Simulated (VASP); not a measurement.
# How PAW data sets and SCF solver change a VASP run on CrAu4, part 2 of 3

A convergence test on CrAu4: the PAW data sets and SCF solver. The series runs use PBEsol. The start is a computed cell from the Materials Project.

VASP 6.6.1, plane waves and PAW; the level of theory is named at each step.

Still holding for the runs below: The cell holds one magnetic atom, so no antiferromagnetic order fits into it.

So far. Step 4 (PAW data sets: recommended 54: Cr pv Au): With 56 valence electrons the pressure is -6.22 GPa, -0.18 GPa from the first of the series, after 15 cycles in 1.7 min. Step 5 (PAW data sets: semicore 64: Cr sv Au): With 58 valence electrons the pressure is -6.51 GPa, -0.47 GPa from the first of the series, after 15 cycles in 2.8 min.

### Step 6. PAW data sets: GW 64: Cr sv GW Au sv GW

This step: PBEsol, spin-polarised from a ferromagnetic start (one magnetic atom a cell); plane waves and PAW (Cr_sv_GW, Au_sv_GW) (VASP 6.6.1).

The input, INCAR:

```
SYSTEM = CrAu4
PREC = Accurate
ENCUT = 510
EDIFF = 1E-06
NELM = 100
ISMEAR = -1
SIGMA = 0.05
LREAL = .FALSE.
ALGO = Normal
GGA = PS
NBANDS = 60
ISPIN = 2
MAGMOM = 3 0 0 0 0
LASPH = .TRUE.
LMAXMIX = 4
LORBIT = 11
LWAVE = .FALSE.
LCHARG = .FALSE.
KPAR = 4
ISIF = 2
```

The input, POSCAR:

```
CrAu4
1.0
   -3.2432046951      3.2432046951      2.0381584400
    3.2432046951     -3.2432046951      2.0381584400
    3.2432046951      3.2432046951     -2.0381584400
Cr Au
1 4
Direct
    0.0000000000      0.0000000000      0.0000000000
    0.6024294600      0.2031955000      0.8056249600
    0.3975705400      0.7968045000      0.1943750400
    0.2031955000      0.3975705400      0.6007660400
    0.7968045000      0.6024294600      0.3992339600
```

The input, KPOINTS:

```
Automatic mesh
0
Gamma
8 8 8
0 0 0
```

PAW data sets: Cr_sv_GW and Au_sv_GW (PBE family, release 64).

On the command line:

```
$ mpirun -np 4 vasp_std
```

Log:

```text
[... set-up lines as in an earlier step ...]
 entering main loop
       N       E                     dE             d eps       ncg     rms          rms(c)
DAV:   1     0.286425712553E+04    0.28643E+04   -0.41787E+04 21488   0.252E+03
DAV:   2     0.476267156676E+03   -0.23880E+04   -0.22807E+04 21472   0.122E+03
DAV:   3     0.322694595956E+02   -0.44400E+03   -0.41242E+03 29036   0.674E+02
DAV:   4    -0.283753689973E+02   -0.60645E+02   -0.57231E+02 37360   0.277E+02
[...]
DAV:  15    -0.249854287774E+02    0.96799E-05   -0.34292E-05 33064   0.868E-02    0.443E-02
DAV:  16    -0.249854349231E+02   -0.61457E-05   -0.57073E-06 20216   0.344E-02    0.570E-03
DAV:  17    -0.249854349567E+02   -0.33615E-07   -0.10433E-06 14616   0.173E-02
   1 F= -.24985435E+02 E0= -.24975601E+02  d E =-.196674E-01  mag=     3.7237
```

Run time: 5.5 min. Hardware: 4 MPI ranks of AMD EPYC 7R43, shared host; peak memory 2.8 GiB.

Parts of OUTCAR (step 6):

```text
  Total       -3.8384783     -3.8384783     -3.9479184      0.0000001      0.0000000     -0.0000000
  in kB      -71.7171497    -71.7171497    -73.7618997      0.0000010      0.0000000     -0.0000000
  external PRESSURE =     -72.3987330 kB  Pullay stress =       0.0000000 kB

 POSITION                                       TOTAL-FORCE (eV/Angst)
 -----------------------------------------------------------------------------------
      0.00000      0.00000      0.00000        -0.000000      0.000000      0.000000
      1.31801      3.90760      0.00000         0.005059     -0.005375     -0.000000
      1.92520     -0.66440      2.03816        -0.005059      0.005375      0.000000
      2.57881      1.31801     -0.00000         0.005375      0.005059      0.000000
      0.66440      1.92520      2.03816        -0.005375     -0.005059     -0.000000
 -----------------------------------------------------------------------------------
    total drift:                                0.000000     -0.000000      0.000000

  FREE ENERGIE OF THE ION-ELECTRON SYSTEM (eV)
  ---------------------------------------------------
  free  energy   TOTEN  =       -24.9854349567 eV

  energy  without entropy=      -24.9657675858  energy(sigma->0) =      -24.97560127

 magnetization (x)
# of ion       s       p       d       f       tot
--------------------------------------------------
    1        0.014   0.014   3.171   0.000   3.199
    2       -0.015  -0.001   0.029   0.001   0.013
    3       -0.015  -0.001   0.029   0.001   0.013
    4       -0.015  -0.001   0.029   0.001   0.013
    5       -0.015  -0.001   0.029   0.001   0.013
--------------------------------------------------
tot         -0.048   0.010   3.286   0.004   3.252

[... 3 further parts left out ...]
[key lines of the parts left out:]
E-fermi :   8.1403
```

With 90 valence electrons the pressure is -7.24 GPa, -1.20 GPa from the first of the series, after 17 cycles in 5.5 min.

### Step 7. The PAW data sets series as a table

This step: convergence of PBEsol results with the datasets; plane waves and PAW (VASP 6.6.1).

No new run; the numbers come from the runs before.

Differences are taken from the run with recommended 64: Cr_pv Au. Results of the series, by row:

| setting | status | pressure (GPa) | largest force difference (meV/Å) | moment (μB) | SCF cycles | wall time (s) |
| --- | --- | --- | --- | --- | --- | --- |
| minimal 64: Cr Au, 400 eV | converged | -6.036 | 1.064 | 3.743 | 15 | 116 |
| recommended 64: Cr_pv Au, 400 eV | converged | -6.217 | 0 | 3.733 | 15 | 101 |
| recommended 54: Cr_pv Au, 400 eV | converged | -6.217 | 0 | 3.733 | 15 | 102 |
| semicore 64: Cr_sv Au, 520 eV | converged | -6.508 | 4.454 | 3.724 | 15 | 168 |
| gw 64: Cr_sv_GW Au_sv_GW, 510 eV | converged | -7.24 | 4.051 | 3.724 | 17 | 327.1 |

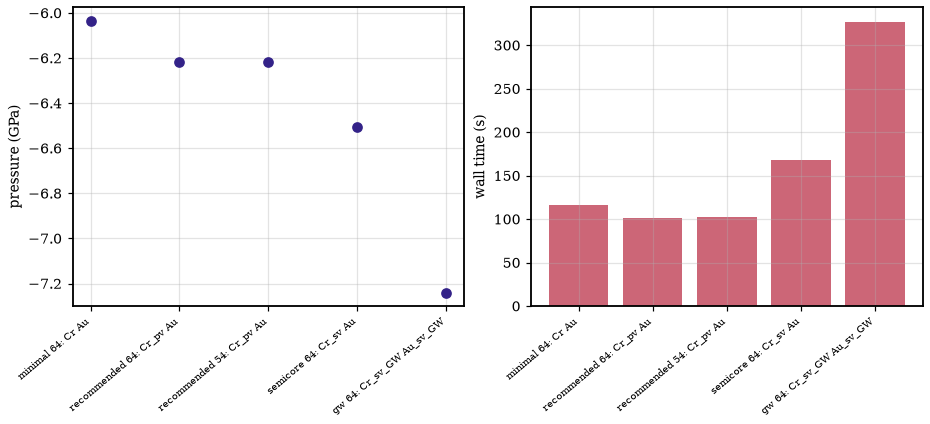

The pressure and the wall time by setting.

### Step 8. SCF solver: ALGO = Normal

This step: PBEsol, spin-polarised from a ferromagnetic start (one magnetic atom a cell); plane waves and PAW (Cr_pv, Au) (VASP 6.6.1).

All solvers should reach one answer; they differ in cycles and robustness.

Changes to INCAR since step 6:

```diff
@@ -2,3 +2,3 @@
 PREC = Accurate
-ENCUT = 510
+ENCUT = 400
 EDIFF = 1E-06
@@ -10,3 +10,3 @@
 GGA = PS
-NBANDS = 60
+NBANDS = 39
 ISPIN = 2
```

POSCAR is that of step 6.

KPOINTS is that of step 6.

Potentials, in the order of the species: Cr_pv and Au (PBE family, release 64).

On the command line:

```
$ mpirun -np 4 vasp_std
```

Log:

```text
[... set-up lines as in an earlier step ...]
 entering main loop
       N       E                     dE             d eps       ncg     rms          rms(c)
[... 15 cycles as in an earlier step ...]
   1 F= -.25605155E+02 E0= -.25595331E+02  d E =-.196483E-01  mag=     3.7328
```

Run time: 1.8 min. Hardware: 4 MPI ranks; peak memory 1.6 GiB; 6.9 min of CPU time.

From OUTCAR (step 8):

```text
   NELECT =      56.0000    total number of electrons

 E-fermi :   8.6377

 spin component 1
 k-point     1 :       0.0000    0.0000    0.0000
  band No.  band energies     occupation
    ...
     25       6.6182      1.00000
     26       7.5748      1.00000
     27       7.8796      1.00000
     28       8.2308      0.99971
     29       8.2308      0.99971
     30      10.5528      0.00000
     31      10.5528      0.00000
     32      10.7846      0.00000
     33      11.5634      0.00000
     34      14.9171      0.00000
    ...

 k-point     2 :       0.1250    0.0000   -0.0000
  band No.  band energies     occupation
    ...
     25       6.7902      1.00000
     26       7.6176      1.00000
     27       7.9523      1.00000
     28       8.1125      0.99997
     29       8.1248      0.99996
     30      10.1422      0.00000
     31      10.2929      0.00000
     32      11.6617      0.00000
     33      12.2931      0.00000
     34      13.4652      0.00000
    ...

[... 13 parts as in an earlier step ...]

[... 14 further parts left out ...]
```

Numbers from this step:

```
SCF cycles                                        : 15
electrons                                         : 56
bands                                             : 39
free energy (TOTEN)                               : -25.61 eV
energy at zero smearing                           : -25.60 eV
Fermi energy                                      : 8.638 eV
pressure                                          : -6.217 GPa
moment of the cell, from the last line of the log : 3.733 μB
```

Spin moment in the PAW sphere by atom:

| atom | spin moment in the PAW sphere (μB) |
| --- | --- |
| Cr1 | 3.48 |
| Au2 | 0.01 |
| Au3 | 0.01 |
| Au4 | 0.01 |
| Au5 | 0.01 |

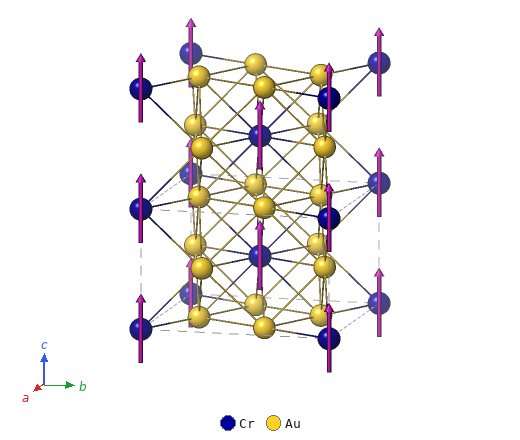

Spin moment in the PAW sphere as arrows, the longest 3.48 μB. Up and down stand for the sign. Arrows give size and sign along the axis of quantisation, drawn up and down the page. 1×1×2 conventional cells are drawn. Some periodic images of atoms are drawn too.

The series starts at -5.1191 eV an atom and -6.22 GPa, after 15 cycles in 1.8 min.

### Step 9. SCF solver: ALGO = Fast

Changes to INCAR since step 8:

```diff
@@ -8,3 +8,3 @@
 LREAL = .FALSE.
-ALGO = Normal
+ALGO = Fast
 GGA = PS
```

POSCAR is that of step 8.

KPOINTS is that of step 8.

On the command line:

```
$ mpirun -np 4 vasp_std
```

Log:

```text
[... set-up lines as in an earlier step ...]
 entering main loop
       N       E                     dE             d eps       ncg     rms          rms(c)
[... 5 cycles as in an earlier step ...]
RMM:   6    -0.268548605855E+02    0.11162E+01   -0.10196E+01 12453   0.191E+01    0.168E+01
RMM:   7    -0.259617345243E+02    0.89313E+00   -0.27622E+00 12262   0.925E+00    0.127E+01
RMM:   8    -0.255779011605E+02    0.38383E+00   -0.48572E-01 12773   0.415E+00    0.522E+00
RMM:   9    -0.255475697937E+02    0.30331E-01   -0.13463E-01 12999   0.226E+00    0.245E+00
[...]
RMM:  13    -0.256051518267E+02   -0.25226E-04   -0.39260E-04 14903   0.712E-02    0.559E-02
RMM:  14    -0.256051559092E+02   -0.40826E-05   -0.48840E-05 16512   0.285E-02    0.280E-02
RMM:  15    -0.256051551658E+02    0.74341E-06   -0.80698E-06 13075   0.124E-02
   1 F= -.25605155E+02 E0= -.25595330E+02  d E =-.196493E-01  mag=     3.7330
```

The job ended after 2.1 min (4 MPI ranks; peak memory 1.5 GiB).

OUTCAR, selected parts (step 9):

```text
  Total       -3.3071845     -3.3071845     -3.4253659      0.0000000      0.0000000      0.0000000
  in kB      -61.7905911    -61.7905911    -63.9986619      0.0000008      0.0000000      0.0000000
  external PRESSURE =     -62.5266147 kB  Pullay stress =       0.0000000 kB

 POSITION                                       TOTAL-FORCE (eV/Angst)
 -----------------------------------------------------------------------------------
      0.00000      0.00000      0.00000         0.000000     -0.000000     -0.000000
      1.31801      3.90760      0.00000         0.001324     -0.006026     -0.000000
      1.92520     -0.66440      2.03816        -0.001324      0.006026      0.000000
      2.57881      1.31801     -0.00000         0.006026      0.001324      0.000000
      0.66440      1.92520      2.03816        -0.006026     -0.001324     -0.000000
 -----------------------------------------------------------------------------------
    total drift:                               -0.000000      0.000000      0.000000

  FREE ENERGIE OF THE ION-ELECTRON SYSTEM (eV)
  ---------------------------------------------------
  free  energy   TOTEN  =       -25.6051551658 eV

  energy  without entropy=      -25.5855058199  energy(sigma->0) =      -25.59533049

[... 3 parts as in an earlier step ...]

[... 1 further part left out ...]
[key lines of the parts left out:]
E-fermi :   8.6381
```

Against the first of the series the energy stays within 0.01 meV an atom; the pressure moves by -0.04 GPa, after 15 cycles in 2.1 min.

### Step 10. SCF solver: ALGO = VeryFast

Changes to INCAR since step 9:

```diff
@@ -8,3 +8,3 @@
 LREAL = .FALSE.
-ALGO = Fast
+ALGO = VeryFast
 GGA = PS
```

POSCAR is that of step 9.

KPOINTS is that of step 9.

On the command line:

```
$ mpirun -np 4 vasp_std
```

Log:

```text
[... set-up lines as in an earlier step ...]
 entering main loop
       N       E                     dE             d eps       ncg     rms          rms(c)
RMM:   1     0.249003302176E+03    0.24900E+03   -0.21775E+04  6084   0.103E+03
RMM:   2     0.467092216362E+02   -0.20229E+03   -0.46405E+03  6084   0.276E+02
RMM:   3     0.384008571809E+01   -0.42869E+02   -0.76856E+02  6084   0.107E+02
RMM:   4    -0.205178624538E+02   -0.24358E+02   -0.15835E+02  6084   0.576E+01
[...]
RMM:  20    -0.256051515431E+02   -0.16605E-04   -0.18840E-04 14065   0.618E-02    0.305E-02
RMM:  21    -0.256051558050E+02   -0.42620E-05   -0.23170E-05 13790   0.228E-02    0.163E-02
RMM:  22    -0.256051558193E+02   -0.14237E-07   -0.42436E-06 11128   0.994E-03
   1 F= -.25605156E+02 E0= -.25595332E+02  d E =-.196475E-01  mag=     3.7329
```

The job ended after 3.2 min (4 MPI ranks; peak memory 1.5 GiB; 11 min of CPU time).

Parts of OUTCAR (step 10):

```text
  Total       -3.3022459     -3.3022459     -3.4166632      0.0000000     -0.0000000      0.0000000
  in kB      -61.6983207    -61.6983207    -63.8360629      0.0000008     -0.0000000      0.0000000
  external PRESSURE =     -62.4109014 kB  Pullay stress =       0.0000000 kB

 POSITION                                       TOTAL-FORCE (eV/Angst)
 -----------------------------------------------------------------------------------
      0.00000      0.00000      0.00000        -0.000000      0.000000      0.000000
      1.31801      3.90760      0.00000         0.001131     -0.006169     -0.000000
      1.92520     -0.66440      2.03816        -0.001131      0.006169      0.000000
      2.57881      1.31801     -0.00000         0.006169      0.001131     -0.000000
      0.66440      1.92520      2.03816        -0.006169     -0.001131      0.000000
 -----------------------------------------------------------------------------------
    total drift:                               -0.000000      0.000000      0.000000

  FREE ENERGIE OF THE ION-ELECTRON SYSTEM (eV)
  ---------------------------------------------------
  free  energy   TOTEN  =       -25.6051558193 eV

  energy  without entropy=      -25.5855082801  energy(sigma->0) =      -25.59533205

 magnetization (x)
# of ion       s       p       d       tot
------------------------------------------
    1        0.028   0.022   3.426   3.475
    2       -0.022  -0.001   0.028   0.005
    3       -0.022  -0.001   0.028   0.005
    4       -0.022  -0.001   0.028   0.005
    5       -0.022  -0.001   0.028   0.005
--------------------------------------------------
tot         -0.061   0.019   3.536   3.494

[... 2 parts as in an earlier step ...]

[... 1 further part left out ...]
[key lines of the parts left out:]
E-fermi :   8.6379
```

Against the first of the series the energy stays within 0.01 meV an atom; the pressure moves by -0.02 GPa, after 22 cycles in 3.2 min.

### Step 11. SCF solver: ALGO = All

Changes to INCAR since step 10:

```diff
@@ -8,3 +8,3 @@
 LREAL = .FALSE.
-ALGO = VeryFast
+ALGO = All
 GGA = PS
```

POSCAR is that of step 10.

KPOINTS is that of step 10.

On the command line:

```
$ mpirun -np 4 vasp_std
```

Log:

```text
[... set-up lines as in an earlier step ...]
 entering main loop
       N       E                     dE             d eps       ncg     rms           ort
DAV:   1     0.377608165340E+03    0.37761E+03   -0.26765E+04  3042   0.125E+03
DAV:   2    -0.144617757574E+02   -0.39207E+03   -0.37209E+03  3042   0.321E+02
DAV:   3    -0.277981846120E+02   -0.13336E+02   -0.13097E+02  3042   0.649E+01
DAV:   4    -0.279675406647E+02   -0.16936E+00   -0.16889E+00  3042   0.726E+00
DAV:   5    -0.279710512890E+02   -0.35106E-02   -0.35071E-02  3042   0.101E+00
SDA:   6    -0.198994764710E+02    0.80716E+01   -0.35071E-02  3042   0.438E+02   0.000E+00
 gam= 0.000 g(H,U,f)=  0.209E+02 0.184E+02 0.451E+01 ort(H,U,f) = 0.000E+00 0.000E+00 0.000E+00
 gam= 0.000 trial= 0.400  step=  0.1768 mean=  0.4000
CGA:   7    -0.239554589405E+02   -0.40560E+01   -0.38761E+01  3042   0.779E+01  -0.342E+00
 gam= 0.178 g(H,U,f)=  0.474E+01 0.299E+01 0.568E-01 ort(H,U,f) = 0.220E+01-0.220E+01-0.332E+00
 gam= 0.178 trial= 0.378  step=  0.3513 mean=  0.3777
[...]
gam= 0.491 trial= 0.473  step=  0.2766 mean=  0.4731
CGA:  16    -0.256050565865E+02   -0.12003E-03   -0.12045E-03  3042   0.285E-03   0.252E-05
 gam= 0.329 g(H,U,f)=  0.225E-03 0.554E-04 0.468E-05 ort(H,U,f) = 0.599E-04-0.255E-04-0.319E-04
 gam= 0.329 trial= 0.453  step=  0.5696 mean=  0.4534
CGA:  17    -0.256051379423E+02   -0.81356E-04   -0.81539E-04  3042   0.369E-04  -0.319E-05
 gam= 0.129 g(H,U,f)=  0.348E-04 0.194E-05 0.161E-06 ort(H,U,f) =-0.800E-05 0.314E-05 0.167E-05
 gam= 0.129 trial= 0.465  step=  0.7747 mean=  0.4650
CGA:  18    -0.256051519966E+02   -0.14054E-04   -0.14128E-04  3042   0.565E-05  -0.468E-06
 gam= 0.153 g(H,U,f)=  0.497E-05 0.654E-06 0.212E-07 ort(H,U,f) =-0.886E-06 0.328E-06 0.910E-07
 gam= 0.153 trial= 0.496  step=  0.7779 mean=  0.4960
CGA:  19    -0.256051542102E+02   -0.22136E-05   -0.21687E-05  3042   0.274E-05   0.314E-06
 gam= 0.485 g(H,U,f)=  0.144E-05 0.106E-05 0.241E-06 ort(H,U,f) = 0.173E-06 0.223E-06-0.816E-07
 gam= 0.485 trial= 0.524  step=  0.3840 mean=  0.5242
CGA:  20    -0.256051547854E+02   -0.57523E-06   -0.55567E-06  3042   0.206E-05  -0.283E-06
 gam= 0.751 g(H,U,f)=  0.115E-05 0.796E-06 0.112E-06 ort(H,U,f) = 0.240E-06-0.399E-06-0.124E-06
 gam= 0.751 trial= 0.510  step=  0.5822 mean=  0.5102
 final diagonalization occupied
   1 F= -.25605155E+02 E0= -.25595330E+02  d E =-.196487E-01  mag=     3.7334
```

It took 2.7 min on 4 MPI ranks; peak memory 2.8 GiB.

OUTCAR, selected parts (step 11):

```text
  Total       -3.2942773     -3.2942773     -3.4078347      0.0000000      0.0000000     -0.0000000
  in kB      -61.5494360    -61.5494360    -63.6711141      0.0000007      0.0000000     -0.0000000
  external PRESSURE =     -62.2566621 kB  Pullay stress =       0.0000000 kB

 POSITION                                       TOTAL-FORCE (eV/Angst)
 -----------------------------------------------------------------------------------
      0.00000      0.00000      0.00000        -0.000000      0.000000      0.000000
      1.31801      3.90760      0.00000         0.001159     -0.006375      0.000000
      1.92520     -0.66440      2.03816        -0.001159      0.006375     -0.000000
      2.57881      1.31801     -0.00000         0.006375      0.001159     -0.000000
      0.66440      1.92520      2.03816        -0.006375     -0.001159     -0.000000
 -----------------------------------------------------------------------------------
    total drift:                               -0.000000      0.000000      0.000000

  FREE ENERGIE OF THE ION-ELECTRON SYSTEM (eV)
  ---------------------------------------------------
  free  energy   TOTEN  =       -25.6051547854 eV

  energy  without entropy=      -25.5855060677  energy(sigma->0) =      -25.59533043

[... 3 parts as in an earlier step ...]

[... 1 further part left out ...]
[key lines of the parts left out:]
E-fermi :   8.6379
```

Against the first of the series the energy stays within 0.01 meV an atom; the pressure moves by -0.01 GPa, after 20 cycles in 2.7 min.

### Step 12. SCF solver: ALGO = Damped

Changes to INCAR since step 11:

```diff
@@ -8,3 +8,3 @@
 LREAL = .FALSE.
-ALGO = All
+ALGO = Damped
 GGA = PS
```

POSCAR is that of step 11.

KPOINTS is that of step 11.

On the command line:

```
$ mpirun -np 4 vasp_std
```

Log:

```text
[... set-up lines as in an earlier step ...]
 entering main loop
       N       E                     dE             d eps       ncg     rms           ort
DAV:   1     0.568664276084E+03    0.56866E+03   -0.24852E+04  3042   0.125E+03
DAV:   2     0.697925444008E+02   -0.49887E+03   -0.47548E+03  3042   0.380E+02
DAV:   3    -0.159289957732E+02   -0.85722E+02   -0.81813E+02  3042   0.155E+02
DAV:   4    -0.261593889774E+02   -0.10230E+02   -0.10045E+02  3042   0.590E+01
[...]
DMP:  27    -0.256051536365E+02   -0.10451E-05   -0.38926E-05  3042   0.106E-04  -0.233E-05
DMP:  28    -0.256051545254E+02   -0.88891E-06   -0.18724E-05  3042   0.633E-05  -0.431E-05
DMP:  29    -0.256051554287E+02   -0.90332E-06   -0.37870E-06  3042   0.126E-05  -0.811E-06
 final diagonalization occupied
   1 F= -.25605155E+02 E0= -.25595331E+02  d E =-.196493E-01  mag=     3.7330
```

Run time: 3.1 min. Hardware: 4 MPI ranks; peak memory 2.7 GiB.

OUTCAR, selected parts (step 12):

```text
  Total       -3.2952985     -3.2952985     -3.4090062      0.0000000      0.0000000     -0.0000000
  in kB      -61.5685169    -61.5685169    -63.6930016      0.0000004      0.0000000     -0.0000000
  external PRESSURE =     -62.2766785 kB  Pullay stress =       0.0000000 kB

 POSITION                                       TOTAL-FORCE (eV/Angst)
 -----------------------------------------------------------------------------------
      0.00000      0.00000      0.00000         0.000000     -0.000000      0.000000
      1.31801      3.90760      0.00000         0.001583     -0.006105      0.000000
      1.92520     -0.66440      2.03816        -0.001583      0.006105     -0.000000
      2.57881      1.31801     -0.00000         0.006105      0.001583     -0.000000
      0.66440      1.92520      2.03816        -0.006105     -0.001583      0.000000
 -----------------------------------------------------------------------------------
    total drift:                               -0.000000      0.000000      0.000000

  FREE ENERGIE OF THE ION-ELECTRON SYSTEM (eV)
  ---------------------------------------------------
  free  energy   TOTEN  =       -25.6051554287 eV

  energy  without entropy=      -25.5855060830  energy(sigma->0) =      -25.59533076

[... 3 parts as in an earlier step ...]

[... 1 further part left out ...]
[key lines of the parts left out:]
E-fermi :   8.6378
```

Against the first of the series the energy stays within 0.01 meV an atom; the pressure moves by -0.01 GPa, after 29 cycles in 3.1 min.

[end of part 2 of 3]

[Lines on the potential files, build, host, timing and source positions are cut from VASP's logs without a mark.]

[Logs are printed without paths, hosts, clocks, repeated set-up lines and the standing remarks that a program may print on its own settings, such as how far it seeks lower states.]

[Hosts, paths, dates, database ids (printed as entryN), source tags and the programs' standing remarks are cut or masked in the printed files.]

[A measured line is paired with the nearest computed mode of its activity, which favours agreement.]
